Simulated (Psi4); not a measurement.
**C2Si at 6 levels**

Wanted: a comparison of 6 runs (HF/STO-3G, HF/3-21G, HF/def2-SVP, HF/6-311G(2df,2pd), M06-2X/6-31G*) of C2Si. 

The calculation is run with Psi4 1.11.

10 further runs of the same task are left out: 2 that didn't finish, 8 set aside as unsound or not needed.

### Step 1. The system as given

C2Si has 3 atoms, charge 0, and is taken as a singlet. Geometry: relaxed at GFN2-xTB.

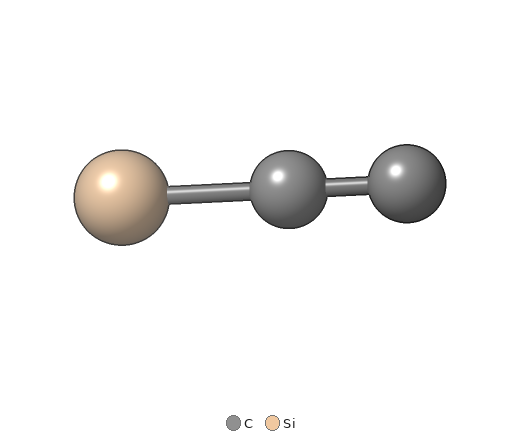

The structure, seen from a chosen angle (carbon grey, silicon light orange).

### Step 2. A single-point energy at HF/STO-3G (run 1)

File c2si.py:

```python
import psi4

psi4.set_memory('1600 MB')
psi4.set_num_threads(1)
psi4.core.set_output_file('output.dat', False)

m = psi4.geometry("""
0 1
C     -1.111830     0.737510    -0.522770
C     -0.135170     0.089220    -0.063600
Si     1.247000    -0.826740     0.586370
units angstrom
symmetry c1
""")

psi4.set_options({
    'basis': 'STO-3G',
    'puream': True,
    'e_convergence': 1e-09,
    'd_convergence': 1e-08,
    'scf_type': 'pk',
})

energy_value, wavefunction = psi4.energy('scf', molecule=m, return_wfn=True)
psi4.oeprop(wavefunction, 'DIPOLE', 'QUADRUPOLE', 'LOWDIN_CHARGES')
print('E =', round(energy_value, 9))
```

Run with:

```bash
$ python c2si.py
```

output.dat:

```text
[...]
  Running in c1 symmetry.
[...]
  Nuclear repulsion =   54.713062063293620
[...]
  Multiplicity = 1
[...]
  Nalpha       = 13
  Nbeta        = 13
[...]
    Number of basis functions: 19
[...]
   @RHF iter   1:  -360.06875636362338   -1.95452e+00   1.59342e-02 ADIIS/DIIS
[...]
   @RHF iter  10:  -360.17240299606715   -3.97904e-13   5.58150e-09 DIIS
[...]
    Orbital Energies [Eh]
    ---------------------
    Doubly Occupied:
       1A    -67.978478     2A    -10.869782     3A    -10.803335
       4A     -5.976187     5A     -3.993019     6A     -3.993019
       7A     -3.990921     8A     -0.858120     9A     -0.622358
      10A     -0.359565    11A     -0.260050    12A     -0.245749
      13A     -0.245749
[...]
  @RHF Final Energy:  -360.17240299606715
   => Energetics <=
    Nuclear Repulsion Energy =             54.7130620632936200
    One-Electron Energy =                -609.3782670292771400
    Two-Electron Energy =                 194.4928019699164565
    Total Energy =                       -360.1724029960670919
[...]
 Multipole Moments:
 ------------------------------------------------------------------------------------
     Multipole            Electronic (a.u.)      Nuclear  (a.u.)        Total (a.u.)
 ------------------------------------------------------------------------------------
 L = 1.  Multiply by 2.5417464519 to convert [e a0] to [Debye]
 Dipole X            :          1.8256032            0.0207775            1.8463807
 Dipole Y            :         -1.1013286           -0.0125334           -1.1138620
 Dipole Z            :         -0.0000000            0.0000000           -0.0000000
 Magnitude           :                                                    2.1563419
 L = 2.  Multiply by 1.3450342976 to convert [e a0^2] to [Debye ang]
 Quadrupole XX       :       -129.5999207          110.7417782          -18.8581425
 Quadrupole XY       :         69.9531950          -66.8110575            3.1421375
[...]
```

On the terminal:

```text
E = -360.172402996
```

It took 1.6 s on 1 thread of AMD EPYC 7B13 (Zen 3), shared host; peak memory 0.18 GiB.

### Step 3. The energy at HF/3-21G (run 2)

File input.json:

```json
{
 "schema_name": "qcschema_input",
 "schema_version": 1,
 "molecule": {
  "schema_name": "qcschema_molecule",
  "schema_version": 2,
  "symbols": ["C", "C", "Si"],
  "geometry": [-2.1010542, 1.39369191, -0.98789213, -0.25543428, 0.16860136, -0.12018658, 2.35648848, -1.56231218, 1.10807871],
  "molecular_charge": 0,
  "molecular_multiplicity": 1,
  "fix_symmetry": "c1"
 },
 "driver": "energy",
 "model": {
  "method": "hf",
  "basis": "3-21G"
 },
 "keywords": {
  "reference": "rhf",
  "puream": true,
  "e_convergence": 1e-09,
  "d_convergence": 1e-08,
  "scf_type": "pk",
  "scf_properties": ["MAYER_INDICES", "WIBERG_LOWDIN_INDICES", "LOWDIN_CHARGES"]
 }
}
```

Run with:

```bash
$ psi4 --qcschema input.json -n 1 --memory 1600MB
```

stdout:

```text
[...]
  Running in c1 symmetry.
[...]
  Nuclear repulsion =   54.713062030247094
[...]
  Multiplicity = 1
[...]
  Nalpha       = 13
  Nbeta        = 13
[...]
    Number of basis functions: 31
[...]
   @RHF iter   1:  -362.48404333920143   -1.09789e+00   9.40891e-03 ADIIS/DIIS
[...]
   @RHF iter  11:  -362.55789807499912   -2.04636e-12   2.73679e-09 DIIS
[...]
    Orbital Energies [Eh]
    ---------------------
    Doubly Occupied:
       1A    -68.395698     2A    -11.196790     3A    -11.135859
       4A     -6.191560     5A     -4.282764     6A     -4.282764
       7A     -4.280827     8A     -1.004792     9A     -0.734428
      10A     -0.460817    11A     -0.401556    12A     -0.380498
      13A     -0.380498
[...]
  @RHF Final Energy:  -362.55789807499912
   => Energetics <=
    Nuclear Repulsion Energy =             54.7130620302470945
    One-Electron Energy =                -608.2842207508268757
    Two-Electron Energy =                 191.0132606455806865
    Total Energy =                       -362.5578980749991160
[...]
 Multipole Moments:
 ------------------------------------------------------------------------------------
     Multipole            Electronic (a.u.)      Nuclear  (a.u.)        Total (a.u.)
 ------------------------------------------------------------------------------------
 L = 1.  Multiply by 2.5417464519 to convert [e a0] to [Debye]
 Dipole X            :          1.5599131            0.0207775            1.5806906
 Dipole Y            :         -0.9408997           -0.0125334           -0.9534331
 Dipole Z            :          0.0000000           -0.0000000            0.0000000
 Magnitude           :                                                    1.8459733
[...]
```

The result, in JSON:

```text
{
 "driver": "energy",
 "model": {
  "method": "hf",
  "basis": "3-21G"
 },
 "success": true,
 "return_result": -362.5578980749991,
 "properties": {
  "calcinfo_nbasis": 31,
  "calcinfo_nmo": 31,
  "calcinfo_nalpha": 13,
  "calcinfo_nbeta": 13,
  "calcinfo_natom": 3,
  "nuclear_repulsion_energy": 54.713062030247094,
  "return_energy": -362.5578980749991,
  "scf_one_electron_energy": -608.2842207508269,
  "scf_two_electron_energy": 191.0132606455807,
  "scf_dipole_moment": [1.5806905738673165, -0.9534331355927632, 2.892701902035062e-12],
  "scf_total_energy": -362.5578980749991,
  "scf_iterations": 11
 }
}
```

Run time: 1.8 s. Hardware: 1 thread of AMD EPYC 7B13 (Zen 3), shared host; peak memory 0.18 GiB.

Runs 3 to 5 aren't shown in full; the table further down has their settings and results.

### Step 4. The energy at M06-2X/6-31G(d) (spherical functions) (run 6)

File c2si.xyz:

```xyz
3
C2Si
C     -1.111830     0.737510    -0.522770
C     -0.135170     0.089220    -0.063600
Si     1.247000    -0.826740     0.586370
```

File job.py:

```python
import psi4

psi4.set_memory('1600 MB')
psi4.set_num_threads(1)
psi4.set_output_file('run.log', False)

with open('c2si.xyz') as f:
    atoms = ''.join(f.readlines()[2:])
m = psi4.geometry('0 1\n' + atoms + 'symmetry c1\nno_reorient\nno_com')

options = {'basis': '6-31G*', 'puream': True, 'e_convergence': 1e-09, 'd_convergence': 1e-08, 'scf_type': 'pk', 'dft_radial_points': 99, 'dft_spherical_points': 590}
psi4.set_options(options)

e, wfn = psi4.energy('m06-2x', return_wfn=True)
psi4.oeprop(wfn, 'WIBERG_LOWDIN_INDICES', 'DIPOLE', 'QUADRUPOLE', title='M06-2X')
print(f'total energy {e:.8f} hartree = {e * 27.211386:.5f} eV')
for k, v in sorted(psi4.core.scalar_variables().items()):
    print(f'{k:45s} {v:18.10f}')
```

Run with:

```bash
$ python job.py
```

run.log:

```text
[...]
  Running in c1 symmetry.
[...]
  Nuclear repulsion =   54.713062063293606
[...]
  Multiplicity = 1
[...]
  Nalpha       = 13
  Nbeta        = 13
[...]
    Number of basis functions: 46
[...]
   @RKS iter   1:  -365.25380313208342   -6.75546e-01   1.08028e-02 DIIS/ADIIS
[...]
   @RKS iter  11:  -365.43784663412549   -2.21689e-12   9.56206e-09 DIIS
[...]
    Orbital Energies [Eh]
    ---------------------
    Doubly Occupied:
       1A    -67.093095     2A    -10.561750     3A    -10.514601
       4A     -5.634386     5A     -3.940278     6A     -3.940278
       7A     -3.935120     8A     -0.824608     9A     -0.618005
      10A     -0.394806    11A     -0.337694    12A     -0.337694
      13A     -0.313488
[...]
  @RKS Final Energy:  -365.43784663412549
   => Energetics <=
    Nuclear Repulsion Energy =             54.7130620632936058
    One-Electron Energy =                -611.1308501701254272
    Two-Electron Energy =                 206.0092159070996161
    DFT Exchange-Correlation Energy =     -15.0292744343932334
    Empirical Dispersion Energy =           0.0000000000000000
    VV10 Nonlocal Energy =                  0.0000000000000000
    Total Energy =                       -365.4378466341254921
[...]
 Multipole Moments:
 ------------------------------------------------------------------------------------
     Multipole            Electronic (a.u.)      Nuclear  (a.u.)        Total (a.u.)
 ------------------------------------------------------------------------------------
 L = 1.  Multiply by 2.5417464519 to convert [e a0] to [Debye]
 Dipole X            :        -17.4367346           18.8519078            1.4151732
 Dipole Y            :         11.5601893          -12.4986108           -0.9384215
 Dipole Z            :         -8.1991997            8.8646297            0.6654300
 Magnitude           :                                                    1.8237728
 L = 2.  Multiply by 1.3450342976 to convert [e a0^2] to [Debye ang]
 Quadrupole XX       :       -122.8448649          104.6205838          -18.2242811
 Quadrupole XY       :         70.3781333          -69.3697219            1.0084114
[...]
```

On the terminal:

```text
total energy -365.43784663 hartree = -9944.07030 eV
CURRENT ENERGY                                   -365.4378466341
CURRENT REFERENCE ENERGY                         -365.4378466341
DD SOLVATION ENERGY                                 0.0000000000
DFT FUNCTIONAL TOTAL ENERGY                      -365.4378466341
DFT TOTAL ENERGY                                 -365.4378466341
DFT VV10 ENERGY                                     0.0000000000
DFT XC ENERGY                                     -15.0292744344
GRID ELECTRONS ALPHA                               13.0000000057
GRID ELECTRONS BETA                                13.0000000057
GRID ELECTRONS TOTAL                               26.0000000114
NUCLEAR REPULSION ENERGY                           54.7130620633
ONE-ELECTRON ENERGY                              -611.1308501701
PCM POLARIZATION ENERGY                             0.0000000000
PE ENERGY                                           0.0000000000
SCF ITERATION ENERGY                             -365.4378466341
SCF ITERATIONS                                     11.0000000000
SCF TOTAL ENERGY                                 -365.4378466341
TWO-ELECTRON ENERGY                               206.0092159071
XC GRID RADIAL POINTS                              99.0000000000
XC GRID SPHERICAL POINTS                          590.0000000000
XC GRID TOTAL POINTS                           166476.0000000000
```

Run time: 8.4 s. Hardware: 1 thread of AMD EPYC 7B13 (Zen 3), shared host; peak memory 0.71 GiB.

### Step 5. The series

```
run                                level        task  symmetry  energy (Eh)  dipole moment (D)  HOMO energy (eV)  LUMO energy (eV)  wall time
  1                            HF/STO-3G      energy        c1  -360.172403               5.48             -6.69              4.37      1.6 s
  2                             HF/3-21G      energy        c1  -362.557898               4.69            -10.35             -0.38      1.8 s
  3                          HF/def2-SVP      energy        c1  -364.337137               5.40            -10.43             -0.47      1.8 s
  4                   HF/6-311G(2df,2pd)  properties      auto  -364.519437               5.43            -10.36             -0.53      2.9 s
  5           HF/6-311G(2df,2pd) (sfX2C)  properties      auto  -365.108990               5.45            -10.35             -0.52      2.7 s
  6  M06-2X/6-31G* (spherical functions)      energy        c1  -365.437847               4.64             -8.53             -2.69      8.4 s
```

### Step 6. What came out

| quantity | value |
| --- | --- |
| run 6: total energy | -365.43785 Eh |
| run 6: dipole moment | 4.64 D |
| run 6: HOMO energy | -8.53 eV |
| run 6: LUMO energy | -2.69 eV |
| run 6: HOMO–LUMO gap | 5.84 eV |

In words: The dipole moment (its size) runs from 4.64 D (M06-2X/6-31G*) to 5.48 D (HF/STO-3G). The two ends differ in method and basis. The HOMO–LUMO gap runs from 5.84 eV (M06-2X/6-31G*) to 11.06 eV (HF/STO-3G). Some runs of one species differ in core potentials or relativity; totals across that change don't compare. In run 1 the basis is minimal, so the values are rough. All runs together took 19 s, the longest 8.4 s.
